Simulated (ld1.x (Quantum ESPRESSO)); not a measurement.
| Quantity | Value |
| --- | --- |
| Element | rhenium (Re) |
| Generator | ld1.x (Quantum ESPRESSO) 7.5 |
| Type | norm-conserving Troullier–Martins (Kleinman–Bylander form) |
| Functional | PBE |
| Relativity | fully relativistic |
| Frozen core | [Xe] 4f14 |
| Valence charge | 7 |
| Reference configuration | 5d5 6s0.5 6p0 (charge +1.5) |
| Partial waves | 6p (bound, empty): rc 2.25 bohr; 5d (bound): rc 1.35 bohr; 6s (bound): rc 2.25 bohr |
| Local potential | the s channel |
| Core correction | none |

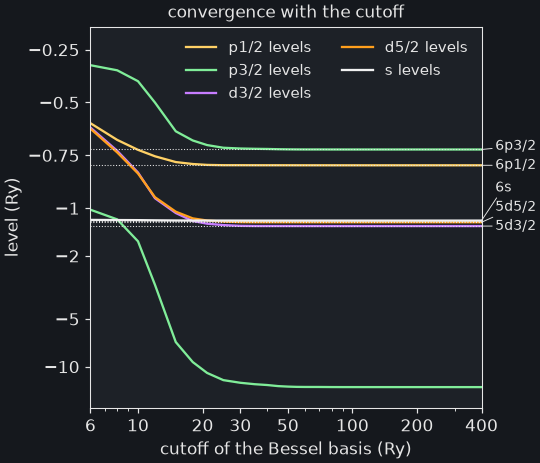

The pseudo-atom Hamiltonian at the reference potential is diagonalised in spherical Bessel functions (20 bohr box) up to the cutoff. Curves: the lowest levels of each channel that holds a bound state. Dotted lines: the all-electron valence levels.

### Does every curve settle on an all-electron level?

Ghost state below the valence levels: p3/2 at -183.2 eV. A ghost is a curve that settles on no dotted line: a bound state with no counterpart among the valence levels. In Ry: p3/2 -13.46.

### Read the all-electron valence levels.

6p1/2: -0.80 Ry; 6p3/2: -0.72 Ry; 5d3/2: -1.30 Ry; 5d5/2: -1.23 Ry; 6s: -1.20 Ry.

### From which cutoff on does the ghost show?

The lowest p3/2 curve lies clearly below the lowest valence level of its channel already at the lowest cutoff, 6 Ry, and ends at -13.46 Ry.
